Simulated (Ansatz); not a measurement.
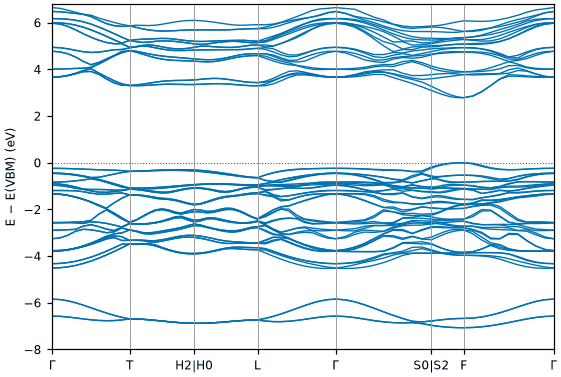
Figure. Band structure from plane-wave PAW PBE with spin–orbit coupling (Ansatz code)

The gap is 2.78 eV; an edge lies off the plotted path or next to a special point (maximum off the standard path, minimum on the S2–F line, 92 % of the way from S2).

The material is ZrPbO3 in space group R3c (No. 161; Pb on 6a, Zr on 6a, O on 18b).

The start of the workflow was typed in or built on a structure type; neither database checked (COD, Materials Project) lists it. COD files the formula under space group No. 38, 55. Its standing as an ambient phase is unchecked. The PBE relaxation kept the symmetry of its start; whether a distortion lowers the energy is not shown. No spin polarisation was allowed.

Potentials: the earlier of the program's two PAW sets.
